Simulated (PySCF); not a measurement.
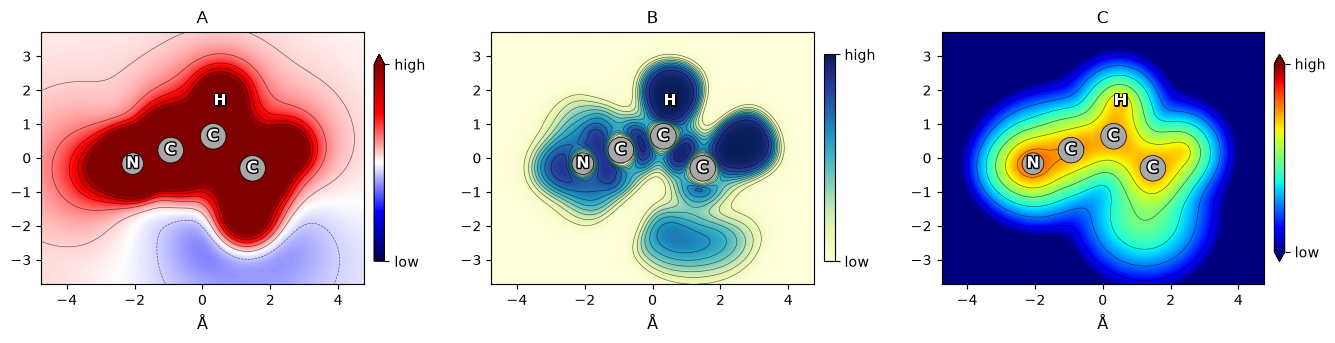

C₃H₆NS₂Si (doublet): 3 fields on the plane of atoms C2, C3 and C4, with unlabelled colour scales. Grey discs cover the atomic cores.

Geometry: GFN2-xTB.

These are results of UKS B3LYP, pcH-1 on C H N S Si, non-relativistic, mean-field spin-orbit, GIAO in PySCF, not measurements.

**Match the panels to the quantities (electron density, electron localisation function and electrostatic potential).**

Panel A: electrostatic potential (strongly positive close to the atoms, with negative regions outside electron-rich atoms). Panel B: electron localisation function. Panel C: electron density. From the grid: C–N (1.20 Å): ρ is about 3.2 e/Å³ halfway; the ELF peaks at about 0.85 between the atoms (a short, multiple covalent bond). C–C (1.32 Å): ρ is about 2.3 e/Å³ halfway; the ELF peaks at about 0.90 between the atoms; a short, multiple covalent bond.
